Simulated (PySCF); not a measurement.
H₃BrFNSi, SMILES F[SiH](Br)N, B3LYP/def2-SVP optimised geometry. Atoms within 1.6 Å of the plane z = 0.0 Å (x, y, z in Å): Si1 (-0.77, -0.65, 0.00), N2 (0.93, -0.65, 0.00), F3 (-1.44, -1.33, -1.32), Br4 (-1.47, 1.47, 0.00), H5 (-1.29, -1.40, 1.16), H6 (1.46, -1.47, 0.27), H7 (1.47, 0.01, -0.55).

Method: PySCF 2.14.0 with B3LYP/def2-TZVP. Cells within 0.4 Å of a nucleus heavier than hydrogen are left out (blank, or x).

Map of the electrostatic potential (hartree/e), clipped to [-0.08, 0.12] on the plane z = 0.0 Å:

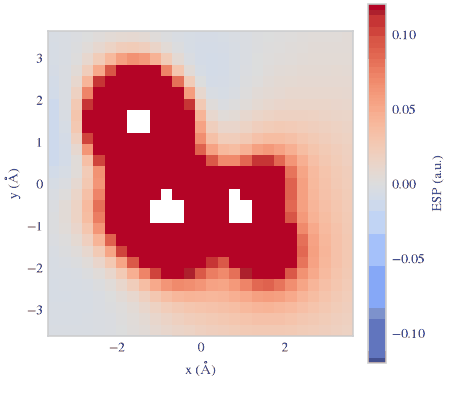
Figure. Electrostatic potential (hartree/e), clipped to [-0.08, 0.12] on the plane z = 0.0 Å.
